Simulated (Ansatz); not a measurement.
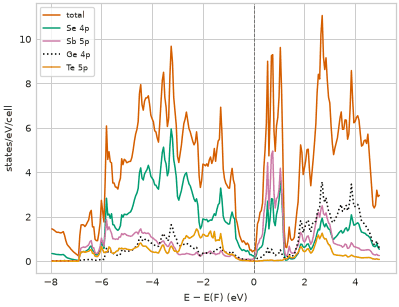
*Total and projected density of states of Ge2Sb2TeSe4 in space group P-3m1 (No. 164; Pearson symbol hP9), plane-wave PAW r²SCAN+D4 (Ansatz code)*

Q: Which orbitals carry the states next to the Fermi level?

A: Within 0.5 eV of the Fermi level: Sb 5p 40 %, Se 4p 34 %, Ge 4p 8 %. Projections are on Löwdin-orthogonalised atomic valence shells; empty p or d shells of many metals are not among them.

Q: Where is the tallest occupied peak in this window, and what makes it?

A: Near -3.2 eV, about 9.7 states/eV per cell; the largest projected share is Se 4p.

The start of the workflow was typed in or built on a structure type; neither database checked (COD, Materials Project) lists it. Whether it is the stable phase at ambient conditions was not checked. Symmetry was held in the r²SCAN+D4 relaxation; its stability against distortions is not shown here. Spin–orbit coupling is left out wherever it is not named.

Potentials: the earlier of the program's two PAW sets.
